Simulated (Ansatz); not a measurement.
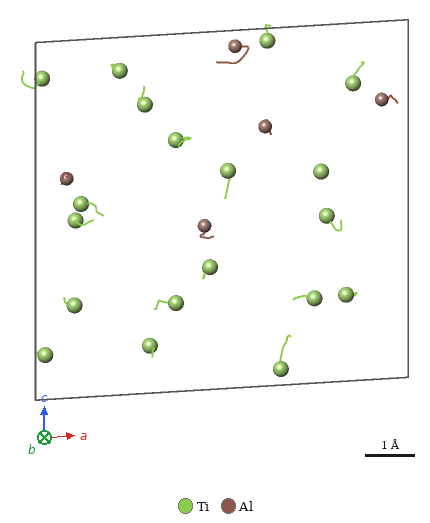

Molecular dynamics of an amorphous cell of composition Ti$_{19}$Al$_{5}$ (24 atoms in the cell), 72 fs long. Lines trace each atom's path, in the colour of its element; spheres stand at the starting positions. Seen along the b axis in the simulation cell.

These are results of Ansatz 0.2.0, DFT PBE, scalar-relativistic, plane waves, PAW, not measurements. Run with plane-wave cutoff 320 eV; k-point mesh 1 × 1 × 1; Fermi-Dirac smearing 0.216 eV; volume 1.05 times that of the relaxed crystal; set temperature 2510 K; time step 3 fs.

The input:
```yaml
crystal:
  lattice:
    - [7.766553, -0.128644, 0.232017]
    - [-0.128644, 7.669709, 0.030364]
    - [0.232017, 0.030364, 7.436665]
  atoms:
    - { symbol: Ti, position: [0.8334236734, 0.3432222196, 0.2415766584] }
    - { symbol: Ti, position: [0.4683278273, 0.1733575374, 0.3420249062] }
    - { symbol: Ti, position: [0.8522749388, 0.9127739068, 0.8315886975] }
    - { symbol: Ti, position: [0.3764138275, 0.2499798872, 0.7033893449] }
    - { symbol: Ti, position: [0.0262361065, 0.6846642673, 0.1244648719] }
    - { symbol: Ti, position: [0.1047411749, 0.0834993569, 0.2582872818] }
    - { symbol: Ti, position: [0.6221745009, 0.2176591064, 0.9653800917] }
    - { symbol: Ti, position: [0.3068723505, 0.4141729391, 0.1327482397] }
    - { symbol: Ti, position: [0.0177019922, 0.2902238971, 0.8979749448] }
    - { symbol: Ti, position: [0.7816746073, 0.6446684719, 0.4657141527] }
    - { symbol: Ti, position: [0.1221355946, 0.8022061426, 0.5407772387] }
    - { symbol: Ti, position: [0.5166449889, 0.8836084971, 0.608504164] }
    - { symbol: Ti, position: [0.2262042236, 0.9630825222, 0.9066445501] }
    - { symbol: Ti, position: [0.3769395301, 0.7907039008, 0.247389843] }
    - { symbol: Ti, position: [0.7485828991, 0.9484992518, 0.2369998253] }
    - { symbol: Ti, position: [0.1074839218, 0.4252146514, 0.4956439678] }
    - { symbol: Ti, position: [0.7665754028, 0.2077832487, 0.5902559898] }
    - { symbol: Ti, position: [0.2935578767, 0.6028638672, 0.8075231138] }
    - { symbol: Ti, position: [0.6584111084, 0.6038519911, 0.0450842551] }
    - { symbol: Al, position: [0.4535789695, 0.5147041105, 0.4587470694] }
    - { symbol: Al, position: [0.9291086601, 0.5870167549, 0.7814543705] }
    - { symbol: Al, position: [0.0836618946, 0.1056156273, 0.6142616834] }
    - { symbol: Al, position: [0.6162441482, 0.495315244, 0.7258632058] }
    - { symbol: Al, position: [0.5355830286, 0.8931168521, 0.9555634995] }
  symmetry: { detect: false }
basis:
  ecutwfc: 320
  xc_grid: 1
kpoints:
  mp_grid: { grid: [1, 1, 1], shift: [0.25, 0.25, 0.25] }
hamiltonian:
  xc: pbe
scf:
  occupations: { method: fermi_dirac, width: 0.2163 }
  lower_state_search: "off"
  convergence: { dr2_threshold: 1.0e-05 }
output:
  forces: true
  stress: true
md:
  timestep: 3.0
  n_steps: 24
  ensemble: nvt_langevin
  friction: 0.03
  temperature: 2510.0
  initial_velocities: maxwell_boltzmann
  seed: 3858
```

Run as
```bash
ansatz run input.yaml --threads 2 --pin off --max-ram 5120MiB --backend cpu --events-out ev --progress --plain --runs-dir out
```

**What do the traces tell about the motion?**

Root-mean-square distances from the starting positions over the second half, with the common drift of all atoms taken out: Ti 0.40 Å, Al 0.33 Å. The run lasts only 72 fs, too short to tell vibration from diffusion.

Limits of the set-up: the k-point mesh is coarse for a cell with partly filled bands; the cutoff lies below the recommended one; the periodic images lie only 7.4 Å apart, so the values are limited by the cell's size.

The run took 3.3 min on 2 threads of Intel(R) Xeon(R) Processor @ 2.50GHz (Skylake/Cascade Lake), with other jobs on the host, peak memory 0.6 GiB.
